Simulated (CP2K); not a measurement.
3-methylthiothiophene has these distinct S atoms: S2 (bonded to 2 C) and S6 (bonded to 2 C).

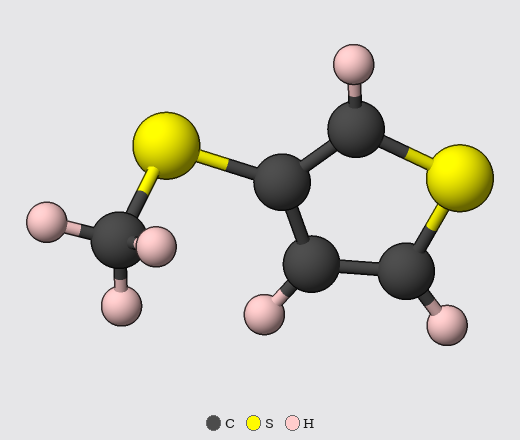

The molecule (carbon dark grey, sulfur yellow, hydrogen pink).

```xyz
13

C     2.3083    0.2356    0.4968
S     1.4603   -0.9879   -0.5493
C    -0.2309   -0.5428   -0.2980
C    -0.8291    0.7085   -0.6559
C    -2.1806    0.7335   -0.4121
S    -2.7380   -0.7624    0.2288
C    -1.1593   -1.4359    0.2038
H     3.3802    0.0151    0.4149
H     2.1295    1.2593    0.1456
H     1.9984    0.1370    1.5442
H    -0.2786    1.5420   -1.0866
H    -2.8816    1.5431   -0.5917
H    -0.9785   -2.4451    0.5596
```

Their partial S L₂,₃ spectra (CP2K XAS_TDP, all-electron GAPW, PBEh(45%), aug-cc-pVDZ, TDA, GW2X-corrected core level, ZORA, spin–orbit coupling) are given in random order, each times the number of alike atoms.

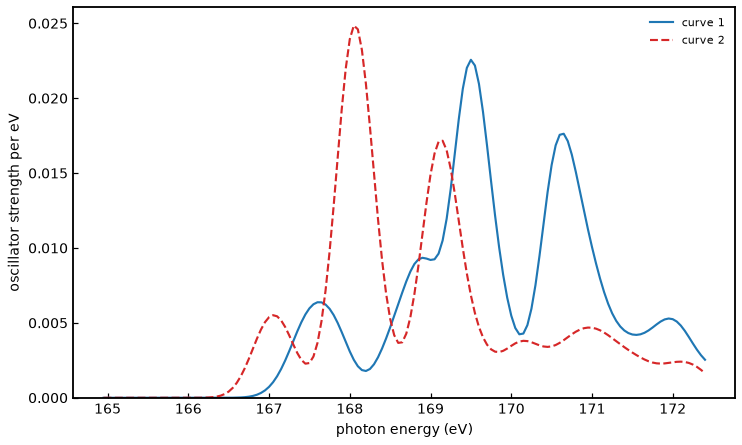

Gaussian full width 0.5 eV, oscillator strength per eV, alike atoms added, rows of zeros left out.

Question: Which curve belongs to which atom?

Curve 1: S6 (bonded to 2 C), leading line at 168.91 eV (f = 0.004 an atom). Curve 2: S2 (bonded to 2 C), leading line at 167.99 eV (f = 0.002 an atom). The leading line of an atom is its first one with 35 % of the strongest within 2.5 eV of its lowest line over the strength cut. A line lies at the core ionisation energy, which rises as an atom loses charge to its neighbours or to a π system, less the term value, which is large for a low π* or σ* orbital with weight on that atom.

[Banner, clock and machine lines of the logs are left out without a mark of their own.]

[Logs are printed without paths, hosts, clocks, repeated set-up lines and the standing remarks that a program may print on its own settings, such as how far it seeks lower states.]

[Hosts, paths, dates, database ids (printed as entryN), source tags and the programs' standing remarks are cut or masked in the printed files.]
